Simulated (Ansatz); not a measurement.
Run report: BH$_{3}$ClOF, nudged elastic band

System: BH$_{3}$ClOF.
Method: RKS PBE0-D4/def2-SVP (Ansatz 0.2.0).

It belongs to a series of runs on one base structure; here: band between the two ends. Figures and captions count atoms from 1; the log counts them from 0 in places.

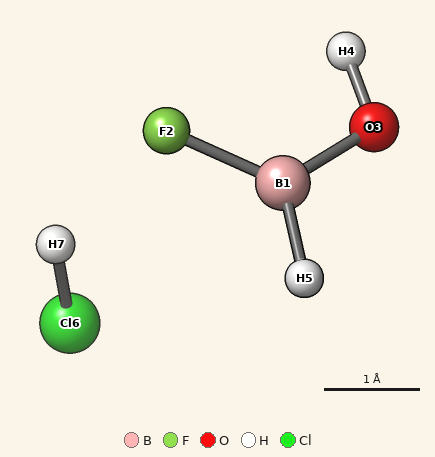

**Figure 1.** The structure as given in the input (ball-and-stick view, seen at a tilt; atoms are numbered from 1 in the order of the input). Bond lengths as drawn: B–F 1.34 Å, B–H 1.20 Å, B–O 1.34 Å, Cl–H 1.29 Å and H–O 0.97 Å.

**Results in brief**

- outcome: converged
- barrier, forward: 1.179 eV
- barrier, backward: 0.591 eV
- hardware: 1 thread of Arm Neoverse V2, 24 GiB of memory available, shared host
- wall time: 8 min
- peak memory: 0.16 GiB

**Remarks**

The order of the saddle point was not checked.

**The input**
```yaml
crystal:
  periodic: [false, false, false]
  atoms:
    - { symbol: B, position_ang: [-0.085829, -0.374658, -0.166209] }
    - { symbol: F, position_ang: [0.091217, -0.400089, 1.165793] }
    - { symbol: O, position_ang: [0.956462, -0.577859, -0.97932] }
    - { symbol: H, position_ang: [1.789044, -0.712185, -0.509336] }
    - { symbol: H, position_ang: [-1.185582, -0.192844, -0.612178] }
    - { symbol: Cl, position_ang: [0.229912, 2.793094, 1.210618] }
    - { symbol: H, position_ang: [0.063474, 1.626941, 1.732333] }
basis:
  gaussian: { orbitals: def2-SVP }
hamiltonian:
  xc: pbe0
  dispersion: d4
neb:
  order_check: false
  images: 7
  f_tol: 0.05
  max_iterations: 60
  final_atoms:
    - { symbol: B, position_ang: [0.11787843, 0.46459509, -0.40348939] }
    - { symbol: F, position_ang: [-0.02281761, -0.11822561, 2.22385569] }
    - { symbol: O, position_ang: [1.31545281, -0.06121678, -0.66970972] }
    - { symbol: H, position_ang: [1.26248959, -0.97510239, -0.97009458] }
    - { symbol: H, position_ang: [-0.93294993, -0.08512765, -0.60004313] }
    - { symbol: Cl, position_ang: [0.09569398, 2.14230773, 0.19795659] }
    - { symbol: H, position_ang: [0.02295072, 0.79516961, 2.06322554] }
  initial_path:
    images:
      - { positions_ang: [[-0.085829, -0.374658, -0.166209], [0.091217, -0.400089, 1.165793], [0.956462, -0.577859, -0.97932], [1.789044, -0.712185, -0.509336], [-1.185582, -0.192844, -0.612178], [0.229912, 2.793094, 1.210618], [0.063474, 1.626941, 1.732333]] }
      - { positions_ang: [[-0.06487513, -0.28203981, -0.12288618], [0.07036364, -0.29370697, 1.29354241], [1.02107641, -0.43806479, -0.91072465], [1.71987067, -0.77755567, -0.59316971], [-1.14818455, -0.14789799, -0.60457972], [0.1979124, 2.60854904, 1.07075279], [0.06253456, 1.49311619, 1.70876605]] }
      - { positions_ang: [[-0.04392125, -0.18942162, -0.07956335], [0.04951028, -0.18732493, 1.42129183], [1.08569082, -0.29827058, -0.8421293], [1.65069733, -0.84292635, -0.67700341], [-1.1107871, -0.10295198, -0.59698144], [0.1659128, 2.42400409, 0.93088758], [0.06159512, 1.35929139, 1.6851991]] }
      - { positions_ang: [[-0.02296738, -0.09680344, -0.03624053], [0.02865692, -0.0809429, 1.54904124], [1.15030523, -0.15847638, -0.77353396], [1.581524, -0.90829702, -0.76083712], [-1.07338965, -0.05800597, -0.58938316], [0.13391321, 2.23945913, 0.79102237], [0.06065568, 1.22546658, 1.66163215]] }
      - { positions_ang: [[-0.00201351, -0.00418525, 0.00708229], [0.00780356, 0.02543913, 1.67679066], [1.21491964, -0.01868217, -0.70493861], [1.51235066, -0.97366769, -0.84467082], [-1.0359922, -0.01305997, -0.58178488], [0.10191361, 2.05491417, 0.65115716], [0.05971624, 1.09164177, 1.6380652]] }
      - { positions_ang: [[0.02795948, 0.11300984, -0.09556063], [0.00014827, -0.01047705, 1.81355692], [1.24005293, -0.02931582, -0.69613139], [1.44988539, -0.97402637, -0.87602676], [-1.01023163, -0.03107689, -0.58634944], [0.1003587, 2.07676256, 0.53785702], [0.05052486, 1.01752373, 1.74435528]] }
      - { positions_ang: [[0.05793246, 0.23020492, -0.19820355], [-0.00750702, -0.04639324, 1.95032317], [1.26518623, -0.03994947, -0.68732416], [1.38742012, -0.97438504, -0.9073827], [-0.98447106, -0.04909381, -0.590914], [0.0988038, 2.09861095, 0.42455688], [0.04133348, 0.94340569, 1.85064537]] }
      - { positions_ang: [[0.08790545, 0.34740001, -0.30084647], [-0.01516231, -0.08230943, 2.08708943], [1.29031952, -0.05058313, -0.67851694], [1.32495486, -0.97474372, -0.93873864], [-0.9587105, -0.06711073, -0.59547857], [0.09724889, 2.12045934, 0.31125673], [0.0321421, 0.86928765, 1.95693545]] }
      - { positions_ang: [[0.11787843, 0.46459509, -0.40348939], [-0.02281761, -0.11822561, 2.22385569], [1.31545281, -0.06121678, -0.66970972], [1.26248959, -0.97510239, -0.97009458], [-0.93294993, -0.08512765, -0.60004313], [0.09569398, 2.14230773, 0.19795659], [0.02295072, 0.79516961, 2.06322554]] }
```

Command:
```bash
ansatz run input.yaml --threads 1 --pin off --max-ram 2048MiB --backend cpu --events-out ev --progress --plain --runs-dir out
```

**Log**
```
Engine: ansatz 0.2.0, aarch64-unknown-linux-gnu
Functional definition: PBE0
  parameter a = 0.25
  parameter kappa = 0.804
  parameter beta = 0.06672455060314922
  exchange = (1 - a)*pbe_x(kappa = kappa, mu = beta*pi^2/3) + a*exact_x
  correlation = pbe_c(beta = beta)
781 factors; integrals over basis functions are off by at most 4.9e-4 eV
mean field evaluation 1: about -17993.4009 eV, gradient 4.5e1 eV
mean field evaluation 2: about -17989.9113 eV, gradient 6.3e1 eV
mean field evaluation 4: about -17996.7101 eV, gradient 2.2e0 eV
mean field evaluation 8: about -17996.7595 eV, gradient 4.7e-2 eV
mean field -17996.75954826 eV, -661.3687147569 hartree, gradient 3.0e-5 eV, S^2 0.000000; 0 other end points of the search recorded, 0 dependent functions left out
the calculation of the forces begins
reference -17996.75957011 eV, -661.3687155598 hartree; 21, 21 occupied and 54, 54 virtual orbitals, 781 factors
783 factors; integrals over basis functions are off by at most 1.3e-3 eV
mean field evaluation 16: about -17992.1730 eV, gradient 4.9e1 eV
mean field -17996.15959451 eV, -661.3466668630 hartree, gradient 7.0e-6 eV, S^2 0.000000; 0 other end points of the search recorded, 0 dependent functions left out
[... from here on the field's lines of each further geometry are left out, up to the last ...]
NEB iter   1: max|band force component| = 1.230e1 eV/Å  barrier→ = 2.6898 eV  barrier← = 2.1020 eV  Δτ_max = 0.1928 Å  (227 SCF iters)
NEB iter   2: max|band force component| = 1.708e0 eV/Å  barrier→ = 1.5946 eV  barrier← = 1.0069 eV  Δτ_max = 0.2000 Å  (218 SCF iters)
NEB iter   3: max|band force component| = 1.004e0 eV/Å  barrier→ = 1.4193 eV  barrier← = 0.8316 eV  Δτ_max = 0.1098 Å  (196 SCF iters)
NEB iter   4: max|band force component| = 8.210e-1 eV/Å  barrier→ = 1.3402 eV  barrier← = 0.7525 eV  Δτ_max = 0.0559 Å  (203 SCF iters)
NEB iter   5: max|band force component| = 5.855e-1 eV/Å  barrier→ = 1.3019 eV  barrier← = 0.7142 eV  CI = image 4  Δτ_max = 0.1944 Å  (208 SCF iters)
NEB iter   6: max|band force component| = 8.327e-1 eV/Å  barrier→ = 1.3764 eV  barrier← = 0.7887 eV  CI = image 4  Δτ_max = 0.0555 Å  (207 SCF iters)
NEB iter   7: max|band force component| = 3.490e-1 eV/Å  barrier→ = 1.3726 eV  barrier← = 0.7849 eV  CI = image 4  Δτ_max = 0.0307 Å  (210 SCF iters)
NEB iter   8: max|band force component| = 2.029e-1 eV/Å  barrier→ = 1.3675 eV  barrier← = 0.7798 eV  CI = image 4  Δτ_max = 0.0649 Å  (211 SCF iters)
NEB iter   9: max|band force component| = 1.580e-1 eV/Å  barrier→ = 1.3568 eV  barrier← = 0.7690 eV  CI = image 4  Δτ_max = 0.0987 Å  (201 SCF iters)
NEB iter  10: max|band force component| = 2.814e-1 eV/Å  barrier→ = 1.3345 eV  barrier← = 0.7468 eV  CI = image 4  Δτ_max = 0.0496 Å  (207 SCF iters)
NEB iter  11: max|band force component| = 1.964e-1 eV/Å  barrier→ = 1.3217 eV  barrier← = 0.7340 eV  CI = image 4  Δτ_max = 0.0498 Å  (209 SCF iters)
NEB iter  12: max|band force component| = 2.301e-1 eV/Å  barrier→ = 1.3079 eV  barrier← = 0.7202 eV  CI = image 4  Δτ_max = 0.0248 Å  (208 SCF iters)
NEB iter  13: max|band force component| = 2.208e-1 eV/Å  barrier→ = 1.3004 eV  barrier← = 0.7127 eV  CI = image 4  Δτ_max = 0.0496 Å  (199 SCF iters)
NEB iter  14: max|band force component| = 2.700e-1 eV/Å  barrier→ = 1.2849 eV  barrier← = 0.6972 eV  CI = image 4  Δτ_max = 0.0982 Å  (201 SCF iters)
NEB iter  15: max|band force component| = 3.986e-1 eV/Å  barrier→ = 1.2534 eV  barrier← = 0.6657 eV  CI = image 4  Δτ_max = 0.1911 Å  (206 SCF iters)
NEB iter  16: max|band force component| = 6.272e-1 eV/Å  barrier→ = 1.2079 eV  barrier← = 0.6201 eV  CI = image 4  Δτ_max = 0.1886 Å  (207 SCF iters)
NEB iter  17: max|band force component| = 6.414e-1 eV/Å  barrier→ = 1.1990 eV  barrier← = 0.6113 eV  CI = image 4  Δτ_max = 0.0997 Å  (215 SCF iters)
NEB iter  18: max|band force component| = 5.798e-1 eV/Å  barrier→ = 1.1868 eV  barrier← = 0.5991 eV  CI = image 4  Δτ_max = 0.0498 Å  (204 SCF iters)
NEB iter  19: max|band force component| = 5.615e-1 eV/Å  barrier→ = 1.1788 eV  barrier← = 0.5911 eV  CI = image 4  Δτ_max = 0.0497 Å  (206 SCF iters)
NEB iter  20: max|band force component| = 4.876e-1 eV/Å  barrier→ = 1.1795 eV  barrier← = 0.5918 eV  CI = image 4  Δτ_max = 0.0499 Å  (207 SCF iters)
NEB iter  21: max|band force component| = 3.856e-1 eV/Å  barrier→ = 1.1788 eV  barrier← = 0.5911 eV  CI = image 4  Δτ_max = 0.1029 Å  (188 SCF iters)
NEB iter  22: max|band force component| = 2.600e-1 eV/Å  barrier→ = 1.1787 eV  barrier← = 0.5910 eV  CI = image 4  Δτ_max = 0.1003 Å  (175 SCF iters)
NEB iter  23: max|band force component| = 2.600e-1 eV/Å  barrier→ = 1.1787 eV  barrier← = 0.5909 eV  CI = image 4  Δτ_max = 0.0500 Å  (172 SCF iters)
NEB iter  24: max|band force component| = 1.892e-1 eV/Å  barrier→ = 1.1787 eV  barrier← = 0.5909 eV  CI = image 4  Δτ_max = 0.0500 Å  (170 SCF iters)
NEB iter  25: max|band force component| = 1.946e-1 eV/Å  barrier→ = 1.1787 eV  barrier← = 0.5909 eV  CI = image 4  Δτ_max = 0.0249 Å  (163 SCF iters)
NEB iter  26: max|band force component| = 7.292e-2 eV/Å  barrier→ = 1.1787 eV  barrier← = 0.5909 eV  CI = image 4  Δτ_max = 0.0251 Å  (154 SCF iters)
NEB iter  27: max|band force component| = 3.118e-1 eV/Å  barrier→ = 1.1787 eV  barrier← = 0.5909 eV  CI = image 4  Δτ_max = 0.0124 Å  (150 SCF iters)
NEB iter  28: max|band force component| = 7.291e-2 eV/Å  barrier→ = 1.1787 eV  barrier← = 0.5909 eV  CI = image 4  Δτ_max = 0.0250 Å  (147 SCF iters)
NEB iter  29: max|band force component| = 7.711e-2 eV/Å  barrier→ = 1.1787 eV  barrier← = 0.5909 eV  CI = image 4  Δτ_max = 0.0250 Å  (144 SCF iters)
NEB iter  30: max|band force component| = 8.302e-2 eV/Å  barrier→ = 1.1787 eV  barrier← = 0.5909 eV  CI = image 4  Δτ_max = 0.0248 Å  (151 SCF iters)
NEB iter  31: max|band force component| = 8.539e-2 eV/Å  barrier→ = 1.1787 eV  barrier← = 0.5909 eV  CI = image 4  Δτ_max = 0.0124 Å  (149 SCF iters)
NEB iter  32: max|band force component| = 7.875e-2 eV/Å  barrier→ = 1.1787 eV  barrier← = 0.5909 eV  CI = image 4  Δτ_max = 0.0124 Å  (153 SCF iters)
NEB iter  33: max|band force component| = 8.467e-2 eV/Å  barrier→ = 1.1787 eV  barrier← = 0.5909 eV  CI = image 4  Δτ_max = 0.0062 Å  (137 SCF iters)
NEB iter  34: max|band force component| = 7.355e-2 eV/Å  barrier→ = 1.1787 eV  barrier← = 0.5909 eV  CI = image 4  Δτ_max = 0.0124 Å  (126 SCF iters)
NEB iter  35: max|band force component| = 2.040e-1 eV/Å  barrier→ = 1.1787 eV  barrier← = 0.5909 eV  CI = image 4  Δτ_max = 0.0062 Å  (143 SCF iters)
NEB iter  36: max|band force component| = 5.882e-2 eV/Å  barrier→ = 1.1787 eV  barrier← = 0.5909 eV  CI = image 4  Δτ_max = 0.0124 Å  (125 SCF iters)
NEB iter  37: max|band force component| = 6.633e-2 eV/Å  barrier→ = 1.1787 eV  barrier← = 0.5909 eV  CI = image 4  Δτ_max = 0.0125 Å  (139 SCF iters)
NEB iter  38: max|band force component| = 8.775e-2 eV/Å  barrier→ = 1.1787 eV  barrier← = 0.5909 eV  CI = image 4  Δτ_max = 0.0062 Å  (141 SCF iters)
the calculation of the forces begins
reference -17996.11450248 eV, -661.3450097617 hartree; 21, 21 occupied and 54, 54 virtual orbitals, 783 factors
783 factors; integrals over basis functions are off by at most 1.4e-3 eV
mean field -17995.56437929 eV, -661.3247931072 hartree, gradient 1.7e-5 eV, S^2 0.000000; 1 other end points of the search recorded, 0 dependent functions left out
the calculation of the forces begins
reference -17995.56439922 eV, -661.3247938396 hartree; 21, 21 occupied and 54, 54 virtual orbitals, 783 factors
NEB iter  39: max|band force component| = 4.604e-2 eV/Å  barrier→ = 1.1787 eV  barrier← = 0.5909 eV  CI = image 4  Δτ_max = 0.0000 Å  (309 SCF iters)
```

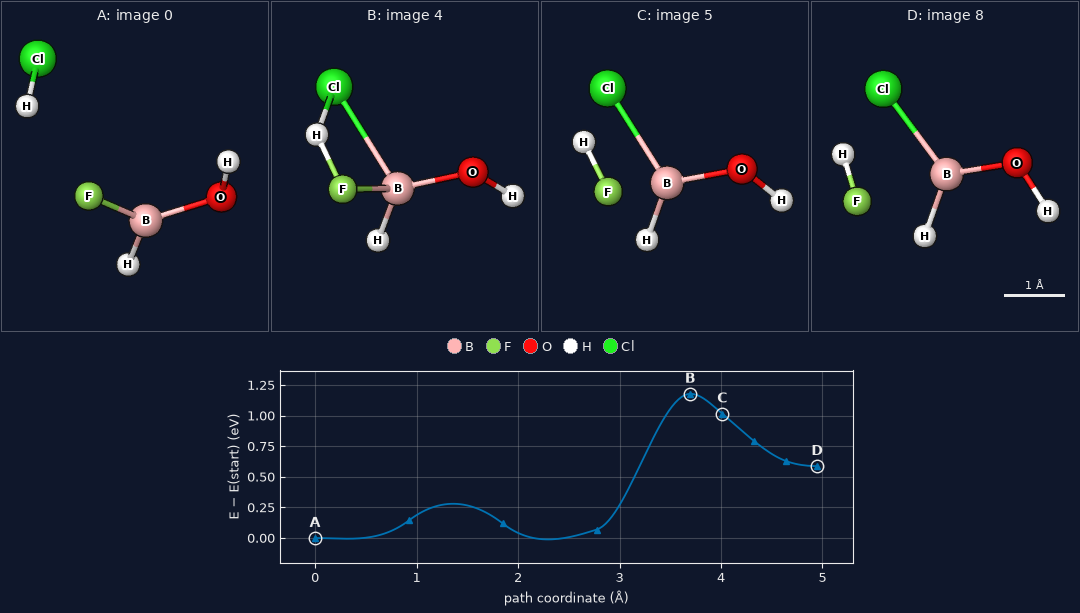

**Figure 2.** Images of the last band (counted from 0; ball-and-stick, seen at a tilt) above the energy along the path; the line is a cubic interpolation that uses the forces. The highest image is number 4, 1.179 eV above the start and 0.591 eV above the end (the climbing image); the end lies 0.588 eV above the start. The path is 4.95 Å long. The band converged in 39 iterations.

```
Total energy: -17995.65356337 eV, -661.3280705618 hartree
Atom 0 at     0.099834     0.124583     0.076094 Å, force    -0.000002    -0.000001    -0.000001 eV/Å
Atom 1 at    -0.003625    -0.039065     1.642196 Å, force    -0.000002    -0.000006    -0.000001 eV/Å
Atom 2 at     1.314170    -0.317233    -0.313821 Å, force     0.000009     0.000003     0.000000 eV/Å
Atom 3 at     1.317553    -0.682368    -1.202055 Å, force    -0.000005    -0.000002    -0.000001 eV/Å
Atom 4 at    -0.947127    -0.150950    -0.446940 Å, force    -0.000000     0.000000    -0.000000 eV/Å
Atom 5 at     0.070434     2.161811     0.454408 Å, force    -0.000000     0.000001    -0.000001 eV/Å
Atom 6 at     0.007459     1.065623     1.631819 Å, force     0.000001     0.000005     0.000003 eV/Å
Dipole moment:    -0.032043    -0.226808    -0.171889 e Å
this run last wrote the band of iteration 39 to [file]
```

**The last band as extended XYZ (Å, eV, eV/Å)**
```
7
Properties=species:S:1:pos:R:3:forces:R:3 image=0 energy=-17996.83221
B    -0.0858   -0.3747   -0.1662    0.0083  -0.0044  -0.0103
F     0.0912   -0.4001    1.1658   -0.0004  -0.0008   0.0017
O     0.9565   -0.5779   -0.9793    0.0017   0.0002   0.0136
H     1.7890   -0.7122   -0.5093   -0.0060   0.0035  -0.0047
H    -1.1856   -0.1928   -0.6122   -0.0054   0.0011   0.0002
Cl    0.2299    2.7931    1.2106    0.0021   0.0068  -0.0033
H     0.0635    1.6269    1.7323   -0.0004  -0.0065   0.0029
7
Properties=species:S:1:pos:R:3:forces:R:3 image=1 energy=-17996.68766
B     0.0835   -0.2888   -0.0571   -0.0876   0.0206  -0.0980
F     0.2398   -0.4485    1.2632    0.2033  -0.0881  -0.1161
O     0.9676   -0.6764   -0.9749   -0.3335   0.1385  -0.5830
H     1.7772   -1.1626   -0.8547    0.3218  -0.1340   0.6449
H    -0.9184    0.2245   -0.4699   -0.1438   0.0447   0.1093
Cl   -0.0583    2.8224    1.1715    0.0121   0.0190   0.0398
H    -0.2327    1.6919    1.7635    0.0277  -0.0006   0.0031
7
Properties=species:S:1:pos:R:3:forces:R:3 image=2 energy=-17996.71317
B     0.1390   -0.3412    0.0381    0.0521  -0.0307   0.0703
F     0.1279   -0.3031    1.3760   -0.2187   0.1241   0.0920
O     1.2780   -0.8139   -0.4647    0.3975  -0.1827   0.5922
H     1.4707   -0.9962   -1.3754   -0.3747   0.1815  -0.6062
H    -0.8509    0.0367   -0.5394    0.1159  -0.1213  -0.1570
Cl   -0.1097    2.8513    1.0890   -0.0054   0.0269   0.0215
H    -0.1963    1.7287    1.7181    0.0333   0.0023  -0.0128
7
Properties=species:S:1:pos:R:3:forces:R:3 image=3 energy=-17996.76338
B     0.0666   -0.3257    0.1552   -0.0127  -0.1943   0.0345
F    -0.0704   -0.3364    1.4927   -0.0074  -0.1140  -0.0587
O     1.3069   -0.5178   -0.3098   -0.0044  -0.0859  -0.0055
H     1.3514   -0.5370   -1.2697    0.0113   0.0475  -0.0316
H    -0.9227   -0.2160   -0.5239    0.0079  -0.0394  -0.0167
Cl    0.1027    2.5347    0.7233   -0.0041   0.1637   0.1041
H     0.0241    1.5607    1.5739    0.0096   0.2224  -0.0262
7
Properties=species:S:1:pos:R:3:forces:R:3 image=4 energy=-17995.65354
B     0.0998    0.1246    0.0761    0.0000   0.0000   0.0000
F    -0.0036   -0.0391    1.6422    0.0000   0.0000   0.0000
O     1.3142   -0.3172   -0.3138    0.0000   0.0000   0.0000
H     1.3176   -0.6824   -1.2021    0.0000   0.0000   0.0000
H    -0.9471   -0.1510   -0.4469    0.0000   0.0000   0.0000
Cl    0.0704    2.1618    0.4544    0.0000   0.0000   0.0000
H     0.0075    1.0656    1.6318    0.0000   0.0000   0.0000
7
Properties=species:S:1:pos:R:3:forces:R:3 image=5 energy=-17995.81497
B     0.1082    0.2560   -0.0255    0.0221   0.3064  -0.2393
F    -0.0152   -0.0251    1.7285   -0.0328   0.0213   0.1974
O     1.3200   -0.2365   -0.3642    0.0219   0.1999  -0.1154
H     1.2989   -0.7712   -1.1613   -0.0272  -0.1896   0.0947
H    -0.9439   -0.1491   -0.4474    0.0153   0.0001  -0.0115
Cl    0.0850    2.1347    0.3450    0.0191  -0.0658  -0.2439
H     0.0056    0.9536    1.7666   -0.0183  -0.2724   0.3180
7
Properties=species:S:1:pos:R:3:forces:R:3 image=6 energy=-17996.03870
B     0.1148    0.3518   -0.1512    0.0175   0.2075  -0.2750
F    -0.0227   -0.0559    1.8440   -0.0282  -0.0709   0.2481
O     1.3231   -0.1391   -0.4704    0.0172   0.2209  -0.2213
H     1.2796   -0.8793   -1.0814   -0.0194  -0.2253   0.1827
H    -0.9392   -0.1386   -0.4597    0.0207   0.0141  -0.0393
Cl    0.0927    2.1348    0.2861    0.0016  -0.0013  -0.1277
H     0.0104    0.8886    1.8744   -0.0095  -0.1450   0.2326
7
Properties=species:S:1:pos:R:3:forces:R:3 image=7 energy=-17996.20167
B     0.1177    0.4257   -0.2869    0.0042   0.0766  -0.1428
F    -0.0243   -0.0984    2.0007   -0.0050  -0.0444   0.1638
O     1.3187   -0.0756   -0.5913   -0.0007   0.0702  -0.1233
H     1.2695   -0.9519   -0.9864   -0.0017  -0.0734   0.1038
H    -0.9344   -0.1167   -0.4942    0.0090   0.0175  -0.0393
Cl    0.0963    2.1459    0.2385   -0.0036   0.0110  -0.0521
H     0.0152    0.8335    1.9612   -0.0021  -0.0575   0.0899
7
Properties=species:S:1:pos:R:3:forces:R:3 image=8 energy=-17996.24448
B     0.1179    0.4646   -0.4035    0.0008  -0.0001   0.0031
F    -0.0228   -0.1182    2.2239   -0.0004  -0.0011   0.0001
O     1.3155   -0.0612   -0.6697   -0.0010  -0.0025  -0.0010
H     1.2625   -0.9751   -0.9701    0.0026   0.0007  -0.0010
H    -0.9329   -0.0851   -0.6000   -0.0019   0.0000  -0.0006
Cl    0.0957    2.1423    0.1980   -0.0001   0.0019  -0.0007
H     0.0230    0.7952    2.0632    0.0001   0.0010   0.0001
```
